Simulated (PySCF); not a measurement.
**MP2/aug-pc-1 run of CHAlClNO (SMILES O=C=[N][AlH][Cl])**

Aim: the vertical singlet–triplet gap of CHAlClNO at MP2/aug-pc-1, from 2 runs. 

The calculation is run with PySCF 2.14.0.

**1. The system as given**

The species is CHAlClNO (6 atoms), meant as a singlet with charge 0. As SMILES, `O=C=[N][AlH][Cl]`. The shape is that of a PBE0-D4/def2-TZVP optimisation. This is one conformer, not always the lowest.

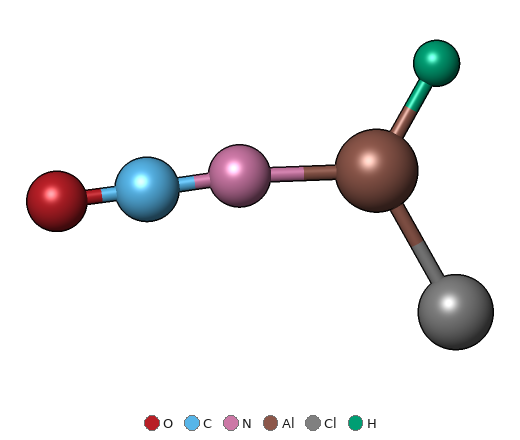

Viewed from a chosen angle; oxygen red, carbon blue, nitrogen pink, aluminium brown, chlorine grey, hydrogen teal.

**2. A single-point energy at MP2/aug-pc-1**

Input file input.py:

```python
from pyscf import gto, mp

mol = gto.M(
    atom='''
O       -0.593600      -1.778800      -2.271400
C       -0.424200      -1.086600      -1.351600
N       -0.264000      -0.376900      -0.401600
Al       0.146900       0.686500       0.934400
Cl       2.090200       1.431800       1.025300
H       -0.913300       1.060100       2.018700
''',
    max_memory=1860,
    verbose=3,
    charge=0,
    basis='aug-pc-1',
)

calc0 = mol.RHF()
calc0.conv_tol = 1e-10
calc0.kernel()
if not calc0.converged:
    calc0 = calc0.newton().run(calc0.mo_coeff, calc0.mo_occ)

pt = mp.MP2(calc0, frozen=13).run()
energy = pt.e_tot
print('E = %.10f Eh' % energy)
```

The run is started by

```sh
$ OMP_NUM_THREADS=1 python input.py
```

What it wrote:

```text
converged SCF energy = -869.274463623881
E(RMP2) = -869.945308127658  E_corr = -0.670844503777124
E(SCS-RMP2) = -869.921466888563  E_corr = -0.647003264681679
E = -869.9453081277 Eh
```

Run time: 7.5 s. Hardware: 1 thread of Intel Xeon Platinum 8175M at 2.50GHz (Skylake/Cascade Lake), shared host; peak memory 0.51 GiB.

**3. The triplet**

Input file run.py:

```python
from pyscf import gto, scf, mp

molecule = gto.M(
    atom='''
O     -1.121741    -3.361445    -4.292324
C     -0.801622    -2.053376    -2.554154
N     -0.498888    -0.712238    -0.758914
Al     0.277601     1.297297     1.765760
Cl     3.949906     2.705710     1.937536
H     -1.725887     2.003299     3.814790
''',
    unit='bohr',
    basis='aug-pc-1',
    spin=2,
    verbose=3,
    max_memory=1860,
)

calc0 = scf.UHF(molecule)
calc0.conv_tol = 1e-10
calc0.kernel()
if not calc0.converged:
    calc0 = calc0.newton().run(calc0.mo_coeff, calc0.mo_occ)

pt = mp.MP2(calc0, frozen=13).run()
e_tot = pt.e_tot
print('E = %.10f Eh' % e_tot)
```

The run is started by

```sh
$ OMP_NUM_THREADS=1 python run.py
```

What it wrote:

```text
WARN: HOMO 0.0123835138919066 >= LUMO -0.35100291400695

WARN: HOMO -0.184350215949454 >= LUMO -0.310521109762258

WARN: HOMO -0.159318743191179 >= LUMO -0.207382847030596

converged SCF energy = -869.053628580854  <S^2> = 2.1331631  2S+1 = 3.0874994
E(UMP2) = -869.685972736232  E_corr = -0.632344155377242
E(SCS-UMP2) = -869.661736413564  E_corr = -0.608107832709813
E = -869.6859727362 Eh
```

It took 16 s on 1 thread of Intel Xeon Platinum 8175M at 2.50GHz (Skylake/Cascade Lake), shared host; peak memory 0.53 GiB.

**4. Results**

At MP2/aug-pc-1, 13 core orbitals frozen:

| quantity | value |
| --- | --- |
| singlet: total energy | -869.94531 Eh |
| singlet: dipole moment (Hartree–Fock density) | 1.87 D |
| singlet: HOMO energy (Hartree–Fock orbitals) | -12.30 eV |
| singlet: LUMO energy (Hartree–Fock orbitals) | 0.55 eV |
| singlet: HOMO–LUMO gap (Hartree–Fock orbitals) | 12.85 eV |
| singlet: correlation energy (13 core orbitals frozen) | -670.8 mEh |
| triplet: total energy | -869.68597 Eh |
| triplet: dipole moment (Hartree–Fock density) | 4.84 D |
| triplet: HOMO energy (Hartree–Fock orbitals) (highest over α and β) | -4.80 eV |
| triplet: LUMO energy (Hartree–Fock orbitals) (lowest over α and β) | -2.80 eV |
| triplet: correlation energy (13 core orbitals frozen) | -632.3 mEh |
| triplet: ⟨S²⟩ of the reference determinant | 2.133 |
| vertical energy of the triplet above the singlet | 7.057 eV |

**Reading.** At this shape the triplet lies 7.06 eV (681 kJ/mol) above the singlet. Mulliken charges (singlet) of the mean-field density run from -1.20 on N3 to +1.89 on C2; in a basis this large or diffuse they mean little. ⟨S²⟩ (triplet) is 2.13 where a pure triplet has 2.00: the reference is spin-contaminated. Mulliken charges (triplet) of the mean-field density run from -0.94 on N3 to +1.95 on C2; in a basis this large or diffuse they mean little.
